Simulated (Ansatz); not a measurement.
## Phonons of InGaW in the AlB2 type

Question: is the lattice of InGaW in the AlB2 type stable, and if so, what are its coupling constant and resistivity?

Program: Ansatz 0.2.0. Level of theory: DFT LDA, scalar-relativistic, plane waves, PAW; PAW set soft_1. Results are calculated unless marked as measured.

The structure was built from a prototype and need not be the compound's stable phase.

## (1) Starting point

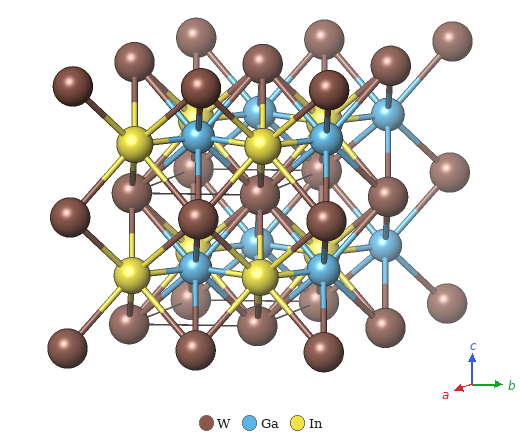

The starting structure, seen from a free direction (tungsten brown, gallium blue, indium yellow). 2×2×2 cells are drawn. Some periodic images of atoms are drawn too.

Coordinates:

```cif
data_structure
_symmetry_space_group_name_H-M 'P 1'
_symmetry_Int_Tables_number 1
_cell_length_a 4.0738
_cell_length_b 4.0738
_cell_length_c 4.2775
_cell_angle_alpha 90.000
_cell_angle_beta 90.000
_cell_angle_gamma 120.000
_cell_volume 61.48
loop_
_atom_site_label
_atom_site_type_symbol
_atom_site_fract_x
_atom_site_fract_y
_atom_site_fract_z
_atom_site_occupancy
W1 W 0.00000 0.00000 0.00000 1
Ga2 Ga 0.33333 0.66667 0.50000 1
In3 In 0.66667 0.33333 0.50000 1
```

## (2) Relaxation

Lattice constant and positions set the bands and the force constants, so the cell is relaxed first.

input.yaml reads:

```yaml
crystal:
  lattice:
    - [4.07379, 0.0, 0.0]
    - [-2.03689, 3.528, 0.0]
    - [0.0, 0.0, 4.27747]
  atoms:
    - { symbol: W, position: [0.0, 0.0, 0.0] }
    - { symbol: Ga, position: [0.33333333, 0.66666667, 0.5] }
    - { symbol: In, position: [0.66666667, 0.33333333, 0.5] }
kpoints:
  mp_grid: { grid: [9, 9, 8] }
hamiltonian:
  xc: lda
  pseudopotentials: { kind: paw, azcp: { folder: soft_1 }, xc_functional: pbe }
scf:
  occupations: { method: gaussian, width: 0.1 }
output:
  forces: true
  stress: true
  eigenvalues: true
relax:
  adjacent_minimum: "off"
  f_tol: 0.005
  max_steps: 80
  cell: { stress_tol: 0.05 }
```

Started as:

```
$ ansatz run input.yaml --threads 4 --pin off --max-ram 12288MiB --backend cpu --events-out ev --progress --plain --runs-dir out
```

Numbers of over 12 decimals in the logs are rounded to 6 here.

Output:

```text
Engine: ansatz 0.2.0, x86_64-unknown-linux-gnu
Pseudopotentials: kind: paw
Pseudopotential: W, paw, valence charge 14, recommended cutoff 420 eV (normal), soft_1/W.paw.azcp
Pseudopotential: Ga, paw, valence charge 13, recommended cutoff 420 eV (normal), soft_1/Ga.paw.azcp
Pseudopotential: In, paw, valence charge 13, recommended cutoff 420 eV (normal), soft_1/In.paw.azcp
Functional definition: SPW92
  exchange = slater_x
  correlation = pw_c
Crystal: 3 atoms, lattice volume = 61.477 Å³
Basis set: ecut = 420 eV, 1203 PW (Γ)
Bands: 24, of which v1, the nominal top of the filled ones, is band 20 counted from 1 (19 counted from 0)
Symmetry: 12 space group operations
Space group: P-6m2 (ITA 187), of the structure as read, at distance tolerance 3.9e-5 Å
k-points: 60 of 648 (time reversal used)
Non-local potential: W, projectors of the file, l = 0: 3, l = 1: 2, l = 2: 2, l = 3: 1
Non-local potential: Ga, projectors of the file, l = 0: 2, l = 1: 2, l = 2: 3, l = 3: 1
Non-local potential: In, projectors of the file, l = 0: 2, l = 1: 2, l = 2: 2, l = 3: 1
PAW form: soft (Blöchl's): semilocal exchange-correlation on the pseudo side does not see the compensation charge
PAW frozen core: W, regenerated for the run's functional, and the local potential with it (the file was generated under x = pbe(κ = 0.804, μ = 0.219515), c = pbe(β = 0.066725))
PAW frozen core: Ga, regenerated for the run's functional, and the local potential with it (the file was generated under x = pbe(κ = 0.804, μ = 0.219515), c = pbe(β = 0.066725))
PAW frozen core: In, regenerated for the run's functional, and the local potential with it (the file was generated under x = pbe(κ = 0.804, μ = 0.219515), c = pbe(β = 0.066725))
PAW one-centre angular grid: W, 590 points (default); XC on 64 Gauss nodes
PAW one-centre angular grid: Ga, 590 points (default); XC on 64 Gauss nodes
PAW one-centre angular grid: In, 590 points (default); XC on 64 Gauss nodes
Initial density: superposition of atomic densities (chi_scale 0.1, normalization cell, long waves kept (reshape's long-wave potential 0.00 eV rms))
Initial wavefunctions: pseudopotential atomic-orbital guess
Functional: x = slater, c = lda
SCF iter   1: F=—  HF=-19291.353547 eV  |F-HF|=—  |Δ(HF+E_count)|=         —  Δρ=7.52e-2  dr2=8.63e0  ethr=3.10e-3  ⟨swp⟩=5.6  Hψ=6096  notcnv=0
preconditioner: auto → Kerker (q_TF=auto, 2.540 Å⁻¹)  [metal: Δε(μ)=0.028 eV  Ē_g=13.425 eV  σ=0.100 eV  W_gap=0.16  n_scr=20 (ndim 8)  ℏωp=26.8 eV  f_vac=0.000  D(μ)=3.01/eV (n_scr^D=22)]
SCF iter   2: F=—  HF=-19289.884104 eV  |F-HF|=—  |Δ(HF+E_count)|=    1.47e0  Δρ=2.38e-2  dr2=6.69e-1  ethr=3.10e-3  ⟨swp⟩=2.9  Hψ=2724  notcnv=0
SCF iter   3: F=—  HF=-19289.743634 eV  |F-HF|=—  |Δ(HF+E_count)|=   1.40e-1  Δρ=1.05e-2  dr2=5.09e-2  ethr=1.67e-3  ⟨swp⟩=2.1  Hψ=2084  notcnv=0
SCF iter   4: F=—  HF=-19289.730891 eV  |F-HF|=—  |Δ(HF+E_count)|=   1.27e-2  Δρ=3.11e-3  dr2=9.41e-3  ethr=1.27e-4  ⟨swp⟩=2.0  Hψ=2839  notcnv=0
SCF iter   5: F=—  HF=-19289.726499 eV  |F-HF|=—  |Δ(HF+E_count)|=   4.39e-3  Δρ=1.10e-3  dr2=2.01e-3  ethr=2.35e-5  ⟨swp⟩=2.0  Hψ=2200  notcnv=0
SCF iter   6: F=—  HF=-19289.726153 eV  |F-HF|=—  |Δ(HF+E_count)|=   3.46e-4  Δρ=8.80e-4  dr2=3.83e-4  ethr=5.02e-6  ⟨swp⟩=2.0  Hψ=2238  notcnv=0
SCF iter   7: F=—  HF=-19289.726043 eV  |F-HF|=—  |Δ(HF+E_count)|=   1.10e-4  Δρ=1.71e-4  dr2=2.56e-5  ethr=9.58e-7  ⟨swp⟩=2.9  Hψ=2529  notcnv=0
SCF iter   8: F=—  HF=-19289.726044 eV  |F-HF|=—  |Δ(HF+E_count)|=   1.09e-6  Δρ=7.19e-5  dr2=2.75e-6  ethr=6.41e-8  ⟨swp⟩=2.5  Hψ=2439  notcnv=0
SCF iter   9: F=—  HF=-19289.726044 eV  |F-HF|=—  |Δ(HF+E_count)|=   3.90e-7  Δρ=1.44e-5  dr2=1.50e-7  ethr=6.88e-9  ⟨swp⟩=2.0  Hψ=2340  notcnv=0
SCF iter  10: F=-19289.726044 eV  HF=-19289.726044 eV  |F-HF|=7.85e-9  |Δ(HF+E_count)|=   1.25e-8  Δρ=5.35e-6  dr2=1.63e-8  ethr=2.50e-10  ⟨swp⟩=4.2  Hψ=5184  notcnv=0
the search or the solves at the SCF's close seem to have found levels that the self-consistency loop had missed (the run counts 1). By its estimate they hold under 1e-12 electrons; where the run keeps them, the occupations were computed again with them
SCF 1 converged in 10 iterations: F = -19289.726044 eV  dr2 = 1.63e-8
  greatest PAW one-centre occupation: 0.999 electrons in one spin orbital (limit 2), on the W atom at site 0 (counted from 0), in its partial waves of l = 0
relax step   1: F+E_penalty+E_count = -19289.72604436 eV  Δ(F+E_penalty+E_count) = +0.000e0 eV  max|allowed force component| = 8.327e-17 eV/Å  Δτ_max = 0.0000 Å  P = -7.290 GPa  Ω = 61.477 Å³  (10 SCF iters, dr2 threshold 1.00e-7 eV, accepted)
Crystal: 3 atoms, lattice volume = 58.962 Å³
Basis set: ecut = 420 eV, 1177 PW (Γ)
Initial density: handed on by an earlier stage of this run
Initial wavefunctions: those handed on with the density
iter 1 solved again at ethr=1.12e-4 eV; its pass at ethr=3.10e-3 eV (dr2=4.50e-2 eV) is discarded
SCF iter   1: F=—  HF=-19290.229309 eV  |F-HF|=—  |Δ(HF+E_count)|=         —  Δρ=9.12e-3  dr2=4.38e-2  ethr=1.12e-4  ⟨swp⟩=1.8  Hψ=8381  notcnv=0
preconditioner: auto → Kerker (q_TF=auto, 2.557 Å⁻¹)  [metal: Δε(μ)=0.024 eV  Ē_g=12.508 eV  σ=0.100 eV  W_gap=0.13  n_scr=20 (ndim 8)  ℏωp=27.4 eV  f_vac=0.000  D(μ)=4.52/eV (n_scr^D=58)]
SCF iter   2: F=—  HF=-19290.220789 eV  |F-HF|=—  |Δ(HF+E_count)|=   8.52e-3  Δρ=2.83e-3  dr2=4.63e-3  ethr=1.09e-4  ⟨swp⟩=1.1  Hψ=1443  notcnv=0
SCF iter   3: F=—  HF=-19290.219905 eV  |F-HF|=—  |Δ(HF+E_count)|=   8.84e-4  Δρ=8.70e-4  dr2=5.98e-4  ethr=1.16e-5  ⟨swp⟩=2.7  Hψ=2492  notcnv=0
SCF iter   4: F=—  HF=-19290.219795 eV  |F-HF|=—  |Δ(HF+E_count)|=   1.10e-4  Δρ=4.20e-4  dr2=9.91e-5  ethr=1.49e-6  ⟨swp⟩=2.0  Hψ=2358  notcnv=0
SCF iter   5: F=—  HF=-19290.219718 eV  |F-HF|=—  |Δ(HF+E_count)|=   7.75e-5  Δρ=1.43e-4  dr2=1.07e-5  ethr=2.48e-7  ⟨swp⟩=2.0  Hψ=2431  notcnv=0
SCF iter   6: F=—  HF=-19290.219715 eV  |F-HF|=—  |Δ(HF+E_count)|=   3.13e-6  Δρ=3.74e-5  dr2=6.96e-7  ethr=2.68e-8  ⟨swp⟩=2.0  Hψ=2352  notcnv=0
SCF iter   7: F=-19290.219714 eV  HF=-19290.219714 eV  |F-HF|=3.10e-8  |Δ(HF+E_count)|=   4.16e-7  Δρ=1.17e-5  dr2=6.77e-8  ethr=7.50e-10  ⟨swp⟩=7.0  Hψ=7521  notcnv=0
SCF 2 converged in 7 iterations: F = -19290.219714 eV  dr2 = 6.77e-8
relax step   2: F+E_penalty+E_count = -19290.21971437 eV  Δ(F+E_penalty+E_count) = -4.937e-1 eV  max|allowed force component| = 6.014e-17 eV/Å  Δτ_max = 0.0000 Å  P = -6.141 GPa  Ω = 58.962 Å³  energy of the carried Pulay correction = +3.791e-4 eV  (7 SCF iters, dr2 threshold 3.00e-7 eV, accepted)
Crystal: 3 atoms, lattice volume = 56.856 Å³
Basis set: ecut = 420 eV, 1117 PW (Γ)
[...]
relax step   6: F+E_penalty+E_count = -19292.21730720 eV  Δ(F+E_penalty+E_count) = -4.723e-1 eV  max|allowed force component| = 2.776e-17 eV/Å  Δτ_max = 0.0000 Å  P = -1.053 GPa  Ω = 50.785 Å³  energy of the carried Pulay correction = +1.728e-3 eV  (8 SCF iters, dr2 threshold 3.00e-7 eV, accepted)
relax step   7: F+E_penalty+E_count = -19292.68760459 eV  Δ(F+E_penalty+E_count) = -4.703e-1 eV  max|allowed force component| = 3.007e-17 eV/Å  Δτ_max = 0.0000 Å  P = +2.482 GPa  Ω = 49.072 Å³  energy of the carried Pulay correction = +2.036e-3 eV  (6 SCF iters, dr2 threshold 3.00e-7 eV, accepted)
relax step   8: F+E_penalty+E_count = -19293.18278868 eV  Δ(F+E_penalty+E_count) = -4.952e-1 eV  max|allowed force component| = 2.352e-17 eV/Å  Δτ_max = 0.0000 Å  P = +5.809 GPa  Ω = 47.821 Å³  energy of the carried Pulay correction = +2.267e-3 eV  (6 SCF iters, dr2 threshold 3.00e-7 eV, accepted)
relax step   9: F+E_penalty+E_count = -19293.25985406 eV  Δ(F+E_penalty+E_count) = -7.707e-2 eV  max|allowed force component| = 2.159e-17 eV/Å  Δτ_max = 0.0000 Å  P = +8.270 GPa  Ω = 47.923 Å³  energy of the carried Pulay correction = +2.246e-3 eV  (6 SCF iters, dr2 threshold 3.00e-7 eV, accepted)
relax step  10: F+E_penalty+E_count = -19293.28022050 eV  Δ(F+E_penalty+E_count) = -2.037e-2 eV  max|allowed force component| = 1.889e-17 eV/Å  Δτ_max = 0.0000 Å  P = -8.195 GPa  Ω = 52.545 Å³  energy of the carried Pulay correction = +1.416e-3 eV  (6 SCF iters, dr2 threshold 3.00e-7 eV, accepted)
relax step  11: F+E_penalty+E_count = -19293.35700887 eV  Δ(F+E_penalty+E_count) = -7.679e-2 eV  max|allowed force component| = 1.735e-17 eV/Å  Δτ_max = 0.0000 Å  P = -0.376 GPa  Ω = 49.840 Å³  energy of the carried Pulay correction = +1.893e-3 eV  (6 SCF iters, dr2 threshold 3.00e-7 eV, accepted)
relax step  12: F+E_penalty+E_count = -19293.35737418 eV  Δ(F+E_penalty+E_count) = -3.653e-4 eV  max|allowed force component| = 4.626e-18 eV/Å  Δτ_max = 0.0000 Å  P = -0.016 GPa  Ω = 49.710 Å³  energy of the carried Pulay correction = +1.917e-3 eV  (6 SCF iters, dr2 threshold 3.00e-7 eV, accepted)
relax step  13: F+E_penalty+E_count = -19293.36105041 eV  Δ(F+E_penalty+E_count) = -3.676e-3 eV  max|allowed force component| = 1.349e-17 eV/Å  Δτ_max = 0.0000 Å  P = +0.169 GPa  Ω = 49.710 Å³  stress off target by 2.60e-1 GPa  SCF on the basis re-selected at this cell (its energy is not comparable with the rows above)  (6 SCF iters)
relax step  14: F+E_penalty+E_count = -19293.36110599 eV  Δ(F+E_penalty+E_count) = -5.558e-5 eV  max|allowed force component| = 2.005e-17 eV/Å  Δτ_max = 0.0000 Å  P = +0.010 GPa  Ω = 49.769 Å³  energy of the carried Pulay correction = -1.153e-5 eV  (6 SCF iters, dr2 threshold 1.68e-7 eV, accepted)
iter 1 solved again at ethr=4.18e-9 eV; its pass at ethr=3.10e-3 eV (dr2=1.67e-6 eV) is discarded
SCF iter   1: F=—  HF=-19293.361115 eV  |F-HF|=—  |Δ(HF+E_count)|=         —  Δρ=1.40e-6  dr2=1.61e-10  ethr=4.18e-9  ⟨swp⟩=3.5  Hψ=10794  notcnv=0
preconditioner: auto → none  [metal: Δε(μ)=0.092 eV  Ē_g=13.286 eV  σ=0.100 eV  W_gap=0.48  n_scr=8 (ndim 8)  ℏωp=29.8 eV  f_vac=0.000  D(μ)=1.50/eV (n_scr^D=8)]
SCF iter   2: F=—  HF=-19293.361115 eV  |F-HF|=—  |Δ(HF+E_count)|=   1.73e-9  Δρ=8.58e-7  dr2=1.09e-10  ethr=1.00e-12  ⟨swp⟩=2.4  Hψ=2765  notcnv=0
iter 3 did not close the SCF: its close was put off for the readings that it lacked (scf_convergence_deferred on its scf_iter line)
SCF iter   3: F=-19293.361115 eV  HF=-19293.361115 eV  |F-HF|=7.28e-12  |Δ(HF+E_count)|=  1.46e-11  Δρ=2.59e-7  dr2=6.59e-12  ethr=1.00e-12  ⟨swp⟩=2.0  Hψ=1730  notcnv=0
iter 4 did not close the SCF: its close was put off for the readings that it lacked (scf_convergence_deferred on its scf_iter line)
SCF iter   4: F=-19293.361115 eV  HF=-19293.361115 eV  |F-HF|=7.28e-12  |Δ(HF+E_count)|=    0.00e0  Δρ=3.60e-8  dr2=2.75e-13  ethr=1.00e-12  ⟨swp⟩=1.0  Hψ=1440  notcnv=0
iter 5 did not close the SCF: its close was put off for the readings that it lacked (scf_convergence_deferred on its scf_iter line)
SCF iter   5: F=-19293.361115 eV  HF=-19293.361115 eV  |F-HF|=3.64e-12  |Δ(HF+E_count)|=  3.64e-12  Δρ=1.28e-8  dr2=3.82e-14  ethr=1.00e-12  ⟨swp⟩=1.0  Hψ=1440  notcnv=0
iter 6 did not close the SCF: its close was put off for the readings that it lacked (scf_convergence_deferred on its scf_iter line)
SCF iter   6: F=-19293.361115 eV  HF=-19293.361115 eV  |F-HF|=7.28e-12  |Δ(HF+E_count)|=  3.64e-12  Δρ=3.46e-9  dr2=4.64e-15  ethr=1.00e-12  ⟨swp⟩=1.0  Hψ=1440  notcnv=0
SCF iter   7: F=-19293.361115 eV  HF=-19293.361115 eV  |F-HF|=0.00e0  |Δ(HF+E_count)|=  3.64e-12  Δρ=6.36e-10  dr2=1.54e-16  ethr=1.00e-12  ⟨swp⟩=2.1  Hψ=4159  notcnv=0
SCF 15 converged in 7 iterations: F = -19293.361115 eV  dr2 = 1.54e-16
relax step  15: F+E_penalty+E_count = -19293.36111535 eV  Δ(F+E_penalty+E_count) = -9.364e-6 eV  max|allowed force component| = 1.927e-17 eV/Å  Δτ_max = 0.0000 Å  P = +0.010 GPa  Ω = 49.769 Å³  stress off target by 1.60e-2 GPa  SCF on the basis re-selected at this cell (its energy is not comparable with the rows above)  (7 SCF iters)
basis re-selected at this cell: Δ(F+E_penalty+E_count) = -9.364e-6 eV, ΔP = +0.000 GPa vs the last step (what re-selecting the basis moved, of the pressure what is left beyond the Pulay correction that the steps carried, after the strain that the cell walked since its last selection, with what the two solves' SCF thresholds leave and, on support functions, any second-order correction that the steps lacked; it is no m [...]
SCF converged after 7 iterations
Free energy (F): -19293.361115 eV
Harris-Foulkes:  -19293.361115 eV  (|F-HF|=0.00e0)
Internal energy: -19293.353615 eV  (E = F + TS)
E sigma→0 (E₀):  -19293.357365 eV
Entropy (-TS):   -0.007500 eV (-2.500 meV/atom)
Fermi energy:    16.655126 eV
--- Per-component energies (eV) ---
  E_band       = -60.805903
  E_kinetic    = 760.234938
  E_local      = -2491.569037  (includes V_loc(G=0)·N_el)
  E_nonlocal   = 219.321433
  E_hartree    = 1344.445676
  E_xc         = -473.155426
  E_vxc        = -381.418857  (∫ρ·V_xc dr)
  E_paw        = -14309.575064  (= ΣΔE_a)
  E_vpaw       = -856.265729  (= ΣTr[D̂ρ^β])
  E_aug_tail   = -0.000002  (compensation charges beyond the density's cutoff)
  E_ewald      = -4345.352398
  E_core_change = 2.296265  (= ΣΔE_core)
  E_smearing   = -0.007500  (= −TS)
  E_closure    = 0.000000  (closes the sum)
  Σ components = -19293.361115   (vs F -19293.361115, Δ=0.00e0)
--- Forces (eV/Å), atoms counted from 1 ---
  atom   1  W      0.00000000    -0.00000000     0.00000000
  atom   2  Ga     0.00000000     0.00000000     0.00000000
  atom   3  In    -0.00000000    -0.00000000     0.00000000
  max |Σ_I F_I| component: 2.54e-17 eV/Å
--- Stress (GPa, compression-positive) ---
        0.015955      -0.000000       0.000000
        0.000000       0.015955       0.000000
        0.000000       0.000000      -0.001302
  P = ⅓ Tr σ = 0.0102 GPa (0.102 kbar)
--- Band table (eV; the first three rows and the last of 60) ---
  k-point 0: bands = [... 16 lower, 12.2967, 12.8814, 13.9911, 17.4341, 17.4341, 19.0492, 19.0492, 21.1520]
  k-point 1: bands = [... 16 lower, 12.6578, 13.6061, 14.2648, 16.4780, 16.4780, 19.8974, 19.8974, 20.7599]
  k-point 2: bands = [... 16 lower, 13.6699, 15.0051, 15.0973, 15.0973, 15.1396, 18.8007, 20.5566, 20.5566]
  k-point 59: bands = [... 16 lower, 13.3718, 13.4183, 15.0459, 16.1847, 17.2558, 17.9362, 17.9984, 18.2084]
--- Relaxed structure (13 steps of the walk, 13 accepted, 2 SCFs on fresh bases) ---
  F+E_penalty+E_count = -19293.36111535 eV   max|allowed force component| = 1.927e-17 eV/Å   (the final SCF, on the basis selected at the relaxed cell)
  cell:  # Å, volume = 49.7691 Å³
    - [4.614065, -3.2696012716398487e-6, 0.0]
    - [-2.307030, 3.995899, 0.0]
    - [0.0, 0.0, 2.699367]
  atoms:
    - { symbol: W, position: [0, 0, 0.0] }
    - { symbol: Ga, position: [0.333333, 0.666667, 0.5] }
    - { symbol: In, position: [0.666667, 0.333333, 0.5] }
```

Run time: 13 s. Hardware: 4 threads of AMD EPYC 9B45 (Zen 5), shared host; peak memory 0.51 GiB; 49 s of CPU time.

The steps of the relaxation:

```csv
step,energy less that of the first step (eV),largest force component (eV/Å),pressure (GPa),volume (Å³)
1,0.0000,0.0000,-7.29,61.48
2,-0.4937,0.0000,-6.14,58.96
3,-1.0089,0.0000,-5.51,56.86
4,-1.5349,0.0000,-4.98,54.78
5,-2.0190,0.0000,-2.63,52.46
6,-2.4913,0.0000,-1.05,50.79
7,-2.9616,0.0000,2.48,49.07
8,-3.4567,0.0000,5.81,47.82
9,-3.5338,0.0000,8.27,47.92
10,-3.5542,0.0000,-8.20,52.54
11,-3.6310,0.0000,-0.38,49.84
12,-3.6313,0.0000,-0.02,49.71
13*,-3.6350,0.0000,0.17,49.71
14,-3.6351,0.0000,0.01,49.77
15*,-3.6351,0.0000,0.01,49.77
```

Relaxation steps marked * repeat the geometry before them on a plane-wave basis chosen anew for their cell, so energy and pressure can jump there.

The run keeps the 12 symmetry operations that it works with, so distortions that break them were not tested.

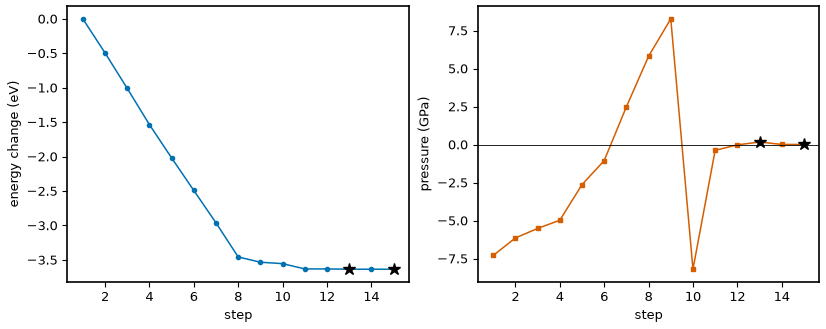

Energy and pressure along the relaxation. Stars mark steps on a basis chosen anew.

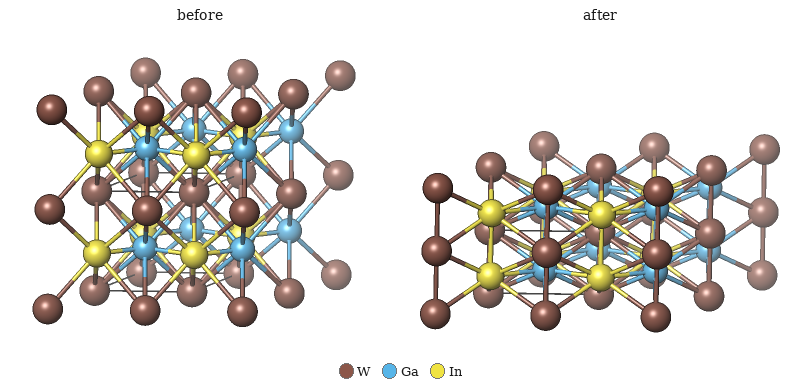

The structure before and after the relaxation, drawn at the same scale.

```csv
cell as run,before,after,change
a (Å),4.074,4.614,+13.3 %
b (Å),4.074,4.614,+13.3 %
c (Å),4.277,2.699,-36.9 %
volume (Å³/atom),20.49,16.59,-19.0 %
```

Final coordinates:

```xyz
3
Lattice="4.6141 0.0000 0.0000 -2.3070 3.9959 0.0000 0.0000 0.0000 2.6994" Properties=species:S:1:pos:R:3 pbc="T T T"
W     0.0000    0.0000    0.0000
Ga    0.0000    2.6639    1.3497
In    2.3070    1.3320    1.3497
```

This step gave:

| Quantity | Value |
| --- | --- |
| pressure | 0.01020 GPa |
| volume per atom | 16.59 Å³/atom |
| metallic on mesh | yes |
| gap on the k-mesh | 0 eV |

The largest force is now zero by symmetry and the largest stress component 0.016 GPa.

## (3) Relaxing cell and atoms

The relaxation is repeated from the new cell as a check.

input.yaml, the sections that differ from step 2:

```yaml
crystal:
  lattice:
    - [4.6140649962, -3.2696e-06, 0.0]
    - [-2.3070296666, 3.9958991362, 0.0]
    - [0.0, 0.0, 2.6993668676]
  atoms:
    - { symbol: W, position: [0.0, 0.0, 0.0] }
    - { symbol: Ga, position: [0.3333333333, 0.6666666667, 0.5] }
    - { symbol: In, position: [0.6666666667, 0.3333333333, 0.5] }
kpoints:
  mp_grid: { grid: [9, 9, 12] }
# hamiltonian, scf, output, relax: as in step 2
```

Output:

```text
[the first part of the log is left out]
  E_paw        = -14309.471827  (= ΣΔE_a)
  E_vpaw       = -856.089234  (= ΣTr[D̂ρ^β])
  E_aug_tail   = -0.000007  (compensation charges beyond the density's cutoff)
  E_ewald      = -4343.169052
  E_core_change = 2.296265  (= ΣΔE_core)
  E_smearing   = -0.010401  (= −TS)
  E_closure    = -0.000000  (closes the sum)
  Σ components = -19293.361501   (vs F -19293.361501, Δ=0.00e0)
[...]
--- Stress (GPa, compression-positive) ---
       -0.015726      -0.000000       0.000000
       -0.000000      -0.015726       0.000000
        0.000000       0.000000      -0.031339
  P = ⅓ Tr σ = -0.0209 GPa (-0.209 kbar)
--- Band table (eV; the first three rows and the last of 84) ---
[...]
--- Relaxed structure (3 steps of the walk, 3 accepted, 1 SCFs on fresh bases) ---
[...]
cell:  # Å, volume = 49.8384 Å³
    - [4.623538, -3.2762796222439305e-6, 0.0]
    - [-2.311766, 4.004103, 0.0]
    - [0.0, 0.0, 2.692061]
  atoms:
    - { symbol: W, position: [0, 0, 0.0] }
    - { symbol: Ga, position: [0.333333, 0.666667, 0.5] }
    - { symbol: In, position: [0.666667, 0.333333, 0.5] }
```

Wall time 3.7 s (4 threads); peak memory 0.54 GiB; 14 s of CPU time.

The steps of the relaxation:

```csv
step,energy less that of the first step (eV),largest force component (eV/Å),pressure (GPa),volume (Å³)
1,0.0000,0.0000,0.05,49.77
2,-0.0005,0.0000,0.01,49.84
3,-0.0005,0.0000,-0.02,49.84
4,-0.0005,0.0000,-0.02,49.84
```

The log counts 1 steps on a newly chosen plane-wave basis, not all of them marked here; energy and pressure can jump at such steps.

```csv
"conventional cell, symmetrised",before,after,change
a (Å),4.614,4.624,+0.2 %
b (Å),4.614,4.624,+0.2 %
c (Å),2.699,2.692,-0.3 %
volume (Å³/atom),16.59,16.61,+0.1 %
```

The relaxed structure:

```xyz
3
Lattice="4.6235 0.0000 0.0000 -2.3118 4.0041 0.0000 0.0000 0.0000 2.6921" Properties=species:S:1:pos:R:3 pbc="T T T"
W     0.0000    0.0000    0.0000
Ga    0.0000    2.6694    1.3460
In    2.3118    1.3347    1.3460
```

This step gave:

* pressure: -0.02093 GPa
* volume per atom: 16.61 Å³/atom

The largest force is now zero by symmetry and the largest stress component 0.031 GPa.

(Continued in part 2 of 3.)

[Logs are printed without paths, hosts, clocks, repeated set-up lines and the standing remarks that a program may print on its own settings, such as how far it seeks lower states.]

[Hosts, paths, dates, database ids (printed as entryN), source tags and the programs' standing remarks are cut or masked in the printed files.]
